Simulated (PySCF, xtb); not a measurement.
Potential energy curve for C2H5Cl, SMILES ClCC. The C2–Cl8 bond (C2 also carries C, H, H; Cl8 carries nothing else) is stretched with both fragments frozen at the PBE0/def2-TZVP optimised geometry.

```
8

C      1.1869    -0.7467    -0.5525
C      0.0000     0.0000     0.0000
H      1.1558    -0.7267    -1.6458
H      1.1804    -1.7880    -0.2273
H      2.1228    -0.2906    -0.2267
H      0.0000     1.0459    -0.3046
H     -0.9429    -0.4526    -0.3047
Cl     0.0000     0.0000     1.7883
```

Methods: GFN1-xTB (xtb); RKS-B3LYP/6-31G* = restricted B3LYP/6-31G*, spherical d (PySCF); UCCSD = CCSD on UHF/cc-pVDZ, 7 core orbitals frozen (PySCF 2.14.0).

Energies are in kcal/mol, each relative to the lowest point of its own curve near equilibrium.

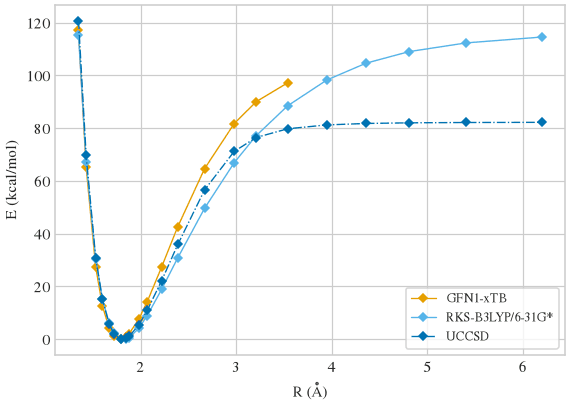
Energy against bond length for each method.

```
R / Å  GFN1-xTB  RKS-B3LYP/6-31G*  UCCSD
-----  --------  ----------------  -----
1.35      117.1             115.4  120.8
1.43       65.3              67.3   69.8
1.53       27.5              30.6   30.9
1.60       12.7              15.4   15.2
1.67        4.3               6.2    5.8
1.72        1.3               2.5    2.1
1.79        0.0               0.1    0.0
1.85        1.0               0.0    0.3
1.88        2.0               0.5    1.0
1.98        7.5               4.1    5.4
2.07       14.2               9.0   11.0
2.22       27.3              18.8   22.1
2.39       42.7              30.9   35.9
2.67       64.6              49.6   56.6
2.98       81.8              66.9   71.2
3.21       90.1              77.2   76.5
3.54       97.2              88.5   79.8
3.95          —              98.3   81.3
4.36          —             104.7   81.8
4.81          —             109.0   82.0
5.41          —             112.4   82.2
6.20          —             114.6   82.2
```

At the longest distance, 6.20 Å, RKS-B3LYP/6-31G* lies highest above its minimum (114.6 kcal/mol) and UCCSD lowest (82.2 kcal/mol).

A dash means that the run gave no value there, or that the column was ended at a point which the program doubted or which failed a test of continuity chosen for this set; such a test can also cut sound points.

The restricted form behind RKS-B3LYP/6-31G* keeps the bonding electrons paired and can't separate into open-shell fragments. The unrestricted determinant behind UCCSD is spin-contaminated at 2.39 to 6.20 Å (<S²> up to 1.0, against 0.00 for a pure singlet).
